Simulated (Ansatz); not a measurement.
**Fields on a plane of BaF2 (fluorite)**

```xyz
3
Lattice="0.0000 3.1232 3.1232 3.1232 0.0000 3.1232 3.1232 3.1232 0.0000" Properties=species:S:1:pos:R:3 pbc="T T T"
Ba     0.0000     0.0000     0.0000
F      1.5616     1.5616     1.5616
F      4.6848     4.6848     4.6848
```

The slice is a {100} plane (indices of the conventional cell) through the point (0.750, 0.750, 0.750) (fractional), spanned by u = [100] and v = [0 1 -1] in vectors of this cell: u (4.42 Å) and v (4.42 Å, at 90° to u). It covers one period; positions are fractions (u, v).

Atoms on it: F at (0.50, 0.50); F at (0.00, 0.00).

These are PBE (plane waves to 420 eV, PAW, scalar-relativistic; Ansatz, a first-principles code) values and carry that method's errors. k mesh 9×9×9. These are valence fields of a PAW run, semicore shells included where kept as valence: close to a nucleus they are smooth pseudo fields. BaF2 was relaxed with its symmetry unable to fall.

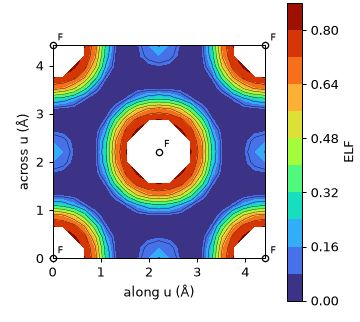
Figure. Electron localisation function (ELF), one period of the plane, atoms marked. Points within 0.5 Å of a nucleus are left white, as the pseudised field means little there.

```tsv
v \ u	0.00	0.15	0.30	0.45	0.60	0.75	0.90
0.90	0.7	-0.2	-1.2	-1.2	-1.3	-0.9	0.2
0.80	-0.3	-0.8	-1.4	-1.1	-1.2	-1.3	-0.6
0.70	-1.1	-1.3	-1.1	-0.4	-0.6	-1.3	-1.2
0.60	-1.2	-1.3	-0.6	0.6	0.2	-0.9	-1.3
0.50	-1.2	-1.2	-0.3	1.0	0.7	-0.8	-1.2
0.40	-1.2	-1.3	-0.6	0.6	0.2	-0.9	-1.3
0.30	-1.1	-1.3	-1.1	-0.4	-0.6	-1.3	-1.2
0.20	-0.3	-0.8	-1.4	-1.1	-1.2	-1.3	-0.6
0.10	0.7	-0.2	-1.2	-1.2	-1.3	-0.9	0.2
0.00	1.1	0.2	-1.1	-1.2	-1.2	-0.8	0.7
```

Values: log₁₀ of the valence density in e/Å³. The scale is logarithmic, as a density can span decades between atoms and voids.
